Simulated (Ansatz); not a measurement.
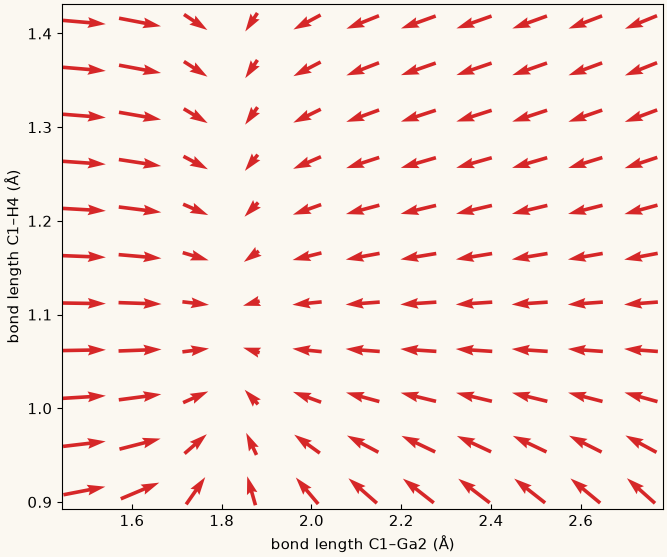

CH₃BrGa, SMILES [CH2-][GaH][Br], charge −1. First axis: bond length C1–Ga2. Second axis: bond length C1–H4. Nothing is relaxed (all other coordinates rigid). Grid: 11 × 11 points. Points are written as (first, second). The reference is spin-restricted, which grows unreliable where a bond is stretched far. Method: Ansatz 0.2.0, RKS PBE0-D4/def2-TZVPD.

In the figure: arrows along the force (downhill), their lengths compressed.

The arrows alone are given. Where is the energy lowest?

Answer. The arrows converge at about (1.823 Å, 1.086 Å) (read from the interpolated surface).

The energy map of the same scan:

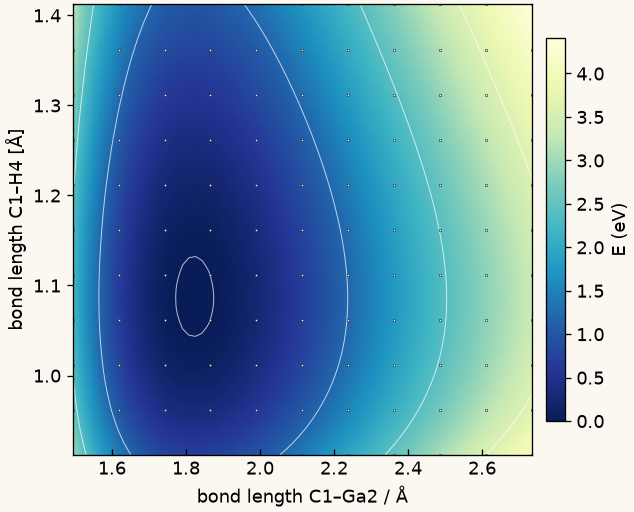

Energies are in eV, from the lowest grid point; between grid points the surface is interpolated.
